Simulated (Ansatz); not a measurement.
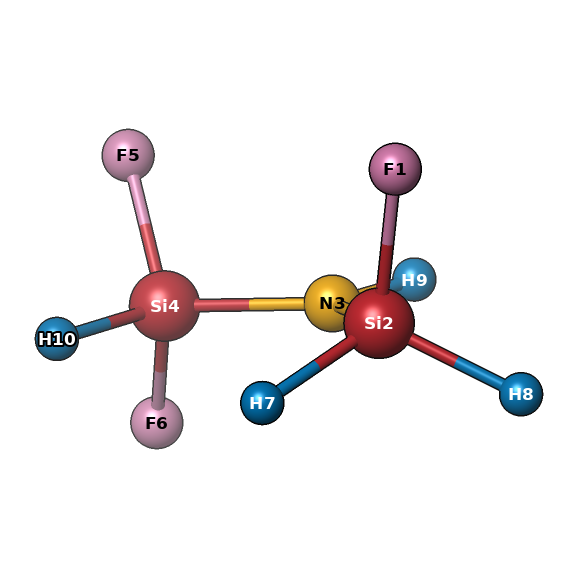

N3 lies behind Si2. The molecule seen a little off the Si2–N3 bond, Si2 in front. Depth is shown by fading: the farther an atom, the more it takes the colour of the background. The computed structure is the end point of a PBE-D4/def2-SVP optimisation. No frequency run is at hand to confirm it as a minimum.

Q: What is the torsion angle F1–Si2–N3–Si4? The sign is positive where the front bond must turn clockwise to cover the back bond.

A: −94°, about perpendicular.
